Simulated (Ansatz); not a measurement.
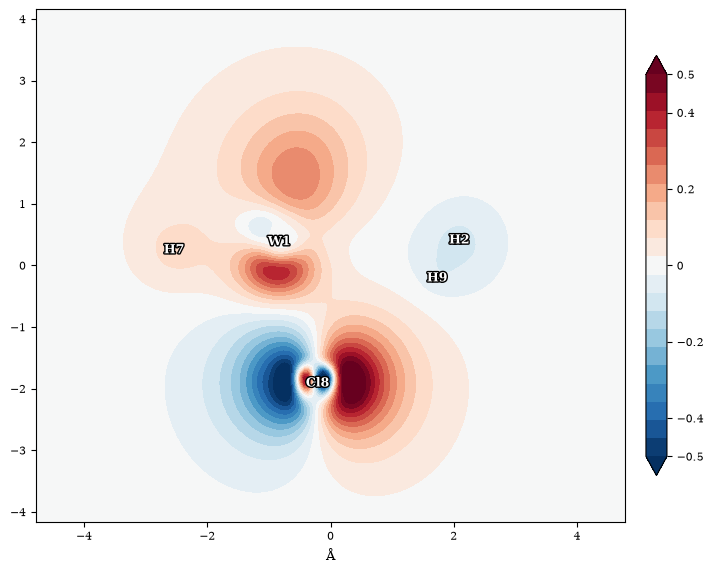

*ClH5W···H2. The HOMO−1 on the plane of atoms H7, W1 and Cl8 (values in Å⁻³ᐟ²; the overall sign is arbitrary).*

Core potentials replace the inner electrons of W; not at a stationary point (largest force 1.5 eV/Å).

These are results of RKS B3LYP-D4/def2-TZVP in Ansatz, not measurements.

Input

```
crystal:
  periodic: [false, false, false]
  atoms:
    - { symbol: W, position_ang: [0.0, 0.0, 0.0] }
    - { symbol: H, position_ang: [0.0, 0.0, 2.07] }
    - { symbol: H, position_ang: [1.72, 0.0, 0.0] }
    - { symbol: H, position_ang: [0.0, 1.72, 0.0] }
    - { symbol: H, position_ang: [-1.72, 0.0, 0.0] }
    - { symbol: H, position_ang: [0.0, -1.72, 0.0] }
    - { symbol: H, position_ang: [0.0, 0.0, -1.72] }
    - { symbol: Cl, position_ang: [1.7678, 1.8416, 0.8482] }
    - { symbol: H, position_ang: [0.7133, 0.743, 2.0759] }
basis:
  gaussian: { orbitals: def2-TZVP }
hamiltonian:
  xc: b3lyp
  dispersion: d4
relax:
  f_tol: 0.15
  max_steps: 25
  restrain:
    - { distance: [0, 7], at: 2.39, k: 30.0 }
    - { distance: [8, 1], at: 0.66, k: 30.0 }
    - { distance: [0, 1], at: 2.92, k: 30.0 }
    - { distance: [8, 7], at: 2.57, k: 30.0 }
output:
  orbitals: {}
```

Command:

```sh
ansatz run input.yaml --threads 4 --pin off --max-ram 5120MiB --backend cpu --events-out ev --progress --plain --runs-dir out
```

The fields are those of the run's last geometry, not of the input's.

Describe this orbital and give its energy.

Answer. By Hirshfeld shares it lies mainly on Cl8 (about 55 %), W1 (about 20 %), H5 (about 5 %) and H6 (about 5 %). Its energy is −8.60 eV.
